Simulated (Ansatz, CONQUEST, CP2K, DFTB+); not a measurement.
## Amorphous polypropylene (as short chains C8H18) at 300 K (78 atoms): runs against a plane-wave reference

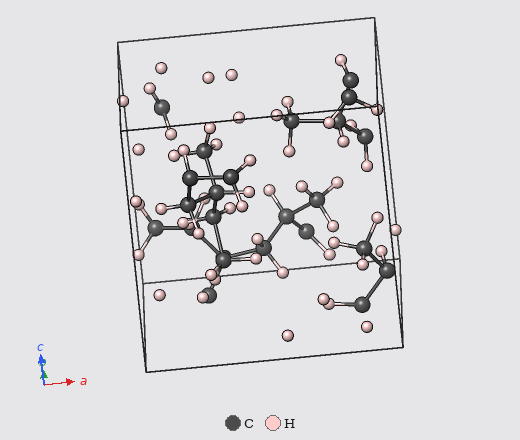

The cell (carbon dark grey, hydrogen pink). Bonds to atoms that aren't drawn are left out. Some periodic images of atoms are drawn too.

Density of this cell: 0.817 g/cm³. The cell holds 78 atoms: 24 C and 54 H. Cell: a = 8.864 Å, b = 8.864 Å, c = 8.864 Å, α = 90.0°, β = 90.0°, γ = 90.0°. 3 polypropylene chains of 2 units with methyl end groups placed at random, at 0.817 g/cm³; overlaps pushed apart, then 20 ps at 800 K with MMFF94 bonds, angles, torsions, charges and radii (Halgren, J. Comput. Chem. 17, 490 (1996)) in harmonic and 12-6 forms. Snapshot after 30 ps at 300 K and fixed volume. Then every atom was moved at random, 0.05 Å r.m.s. a Cartesian component (hydrogen 0.6 of that).

Geometry: as built.

The reference, a calculation:

| Quantity | Value |
| --- | --- |
| method | Kohn-Sham DFT, PBE, PAW, plane waves (Ansatz 0.2.0); cutoff 420 eV, Γ point, fermi-dirac smearing of 0.05 eV; PAW set soft_2 |
| r.m.s. force component | 2.043 eV/Å |
| longest force | 9.825 eV/Å |
| pressure | 5.717 GPa |
| gap (highest filled to lowest empty level) | 5.561 eV |
| SCF cycles | 8 |
| time | 1.7 s on 4 threads of Intel Xeon 6975P-C (Granite Rapids), shared host |
| CPU time | 5.7 s |

**Question.** The same geometry is run in other programs. How far does each lie from the reference, and what does it cost?
- CONQUEST PBE, grid 60 Ha (CONQUEST 1.3; 2 MPI ranks)
- CONQUEST PBE, grid 80 Ha (CONQUEST 1.3; 2 MPI ranks)
- CP2K PBE, DZVP-UZH, 450/50 Ry, OT DIIS (CP2K 2026.2; 4 MPI ranks)
- DFTB+ DFTB 3ob-3-1 (DFTB+ 25.1; 1 thread)
- DFTB+ GFN2-xTB (DFTB+ 25.1; 1 thread)
- DFTB+ DFTB mio-1-1 (DFTB+ 25.1; 1 thread)
- CP2K GFN1-xTB, OT DIIS (CP2K 2026.2; 1 thread)
- DFTB+ GFN1-xTB (DFTB+ 25.1; 1 thread)

Differences are against the plane-wave reference, forces as r.m.s. over components; share is that over the reference's r.m.s. force, slope the least-squares factor from reference forces to these. Total energies of different programs have different zeros and aren't compared.

```csv
run,"Δ force, r.m.s. (meV/Å)",share (%),slope,Δ pressure (GPa),Δ gap (eV),cores,CPU time,memory (GiB)
reference,-,-,-,-,-,4,5.7 s,0.69
"CONQUEST PBE, grid 60 Ha (coarse)",321,15.7,1.094,2.50,0.290,2,66 s,1.9
"CONQUEST PBE, grid 80 Ha",320,15.7,1.094,2.49,0.292,2,89 s,2.8
"CP2K PBE, DZVP-UZH, 450/50 Ry, OT DIIS",50.6,2.48,1.021,0.437,1.11,4,3.6 min,1.6
DFTB+ DFTB 3ob-3-1,413,20.2,0.974,-2.05,4.74,1,0.22 s,0.09
DFTB+ GFN2-xTB,267,13.1,0.940,-2.25,4.05,1,2.4 s,0.09
DFTB+ DFTB mio-1-1,257,12.6,1.079,-0.595,4.66,1,0.13 s,0.09
"CP2K GFN1-xTB, OT DIIS",249,12.2,0.981,-1.67,-,1,1.8 s,0.34
DFTB+ GFN1-xTB,249,12.2,0.981,-1.67,1.77,1,0.86 s,0.09
```

Rows marked coarse were listed beforehand as settings not expected to be converged; some can still land near the reference.

CPU time is summed over cores on a shared host, where runs went side by side, so it is rough. Symmetry, cutoffs, thresholds, outputs and thread counts weren't matched or tuned between programs; memory under MPI is the largest rank's times the ranks.

The PBE runs in local orbitals, coarse settings apart, differ by 2.5 % (CP2K PBE, DZVP-UZH, 450/50 Ry, OT DIIS) to 16 % (CONQUEST PBE, grid 80 Ha); basis, grid and potentials can all enter. Tight binding differs by 12 % (DFTB+ GFN1-xTB) to 20 % (DFTB+ DFTB 3ob-3-1); it is another model, with fitted parameters of its own, and the xTB methods hold dispersion. Runs with settings chosen to be coarse differ by 16 % (CONQUEST PBE, grid 60 Ha), their programs' other errors included. Of the electronic-structure runs that take under half the reference's CPU time, DFTB+ GFN1-xTB is among the nearest, at 12 % in 0.86 s against 5.7 s; its pressure misses by -1.7 GPa. Periodic xTB results under one method name differ between programs and library versions (DFTB+ here holds tblite 0.3). Forces of 2.0 eV/Å r.m.s. are well above thermal ones: they come largely from the bond lengths of the classical model and from the random displacements, and they dominate the comparison. With short bonds to hydrogen, sets of potentials differ among themselves by several per cent in forces even at converged cutoffs, so the reference isn't exact here either. The network of contacts between molecules at the start is that of the classical potential that made the cell, and needn't be the one that DFT or experiment would give. The electronic-structure runs sample only Γ, in a cell whose shortest periodic width is 9 Å.

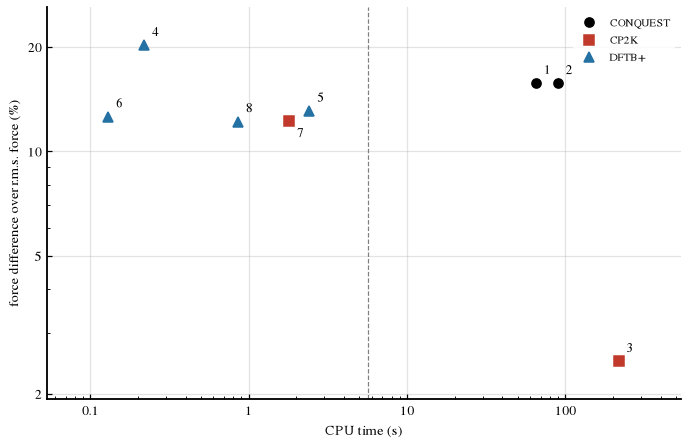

Force difference against CPU time; the dashed line marks the reference's time. Points: 1 CONQUEST PBE, grid 60 Ha; 2 CONQUEST PBE, grid 80 Ha; 3 CP2K PBE, DZVP-UZH, 450/50 Ry, OT DIIS; 4 DFTB+ DFTB 3ob-3-1; 5 DFTB+ GFN2-xTB; 6 DFTB+ DFTB mio-1-1; 7 CP2K GFN1-xTB, OT DIIS; 8 DFTB+ GFN1-xTB.

[Logs are printed without paths, hosts, clocks, repeated set-up lines and the standing remarks that a program may print on its own settings, such as how far it seeks lower states.]

[Hosts, paths, dates, database ids (printed as entryN), source tags and the programs' standing remarks are cut or masked in the printed files.]

[The MMFF94 radii named for the starting cell were scaled by 0.96; in molecules described by MMFF94, hydrogen bound to N, O or S took a small fixed 12-6 site in their place.]
